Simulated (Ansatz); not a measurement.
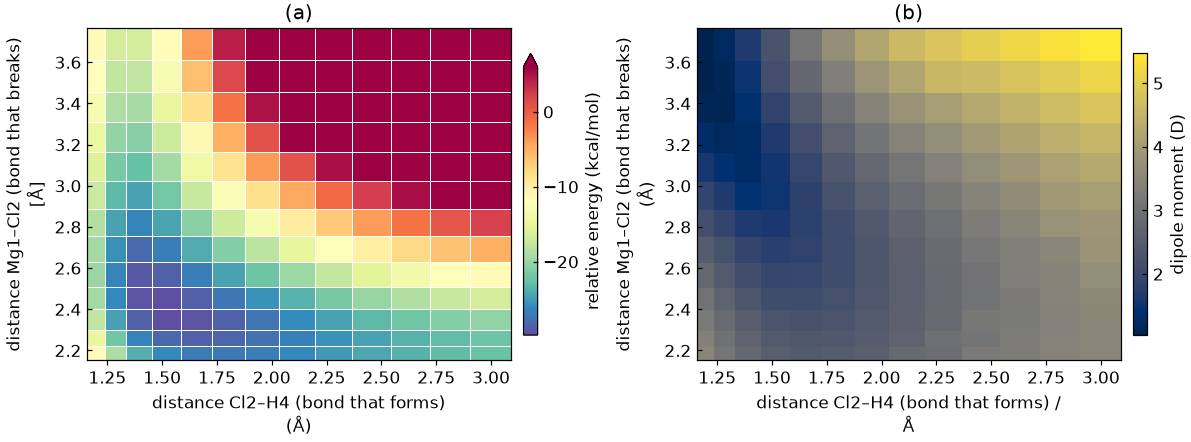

The reacting system BrCl₂HMg (fragments BrCl₂HMg where the first distance is long, BrClMg + ClH where the second is long). 
- The first coordinate is: distance Cl2–H4 (bond that forms); the second: distance Mg1–Cl2 (bond that breaks).
- Relaxed at each point: all other coordinates.
- The scan uses a 13 × 13 grid.
- Points are written as (first, second).
- All energies are given in kcal/mol relative to a guessed transition structure relaxed with its forming and breaking bonds held.
- The reference is spin-restricted, so regions where a bond is pulled apart into radicals lie too high.
- The calculation used RKS SPW92 (LDA)/def2-SVP (Ansatz).

Panel (a) is the energy; panel (b) is the computed dipole moment, in D.

The picture shows one coloured cell a grid point, one colour for all values above the top of the scale.

Q: How does the dipole moment vary over the map, and what is it at the lowest grid point?

A: Leaving out the highest fifth of the energies, it runs from 1.04 D at (1.197 Å, 3.687 Å) to 3.85 D at (2.997 Å, 2.818 Å). At the lowest grid point, (1.515 Å, 2.452 Å), it is 2.11 D.
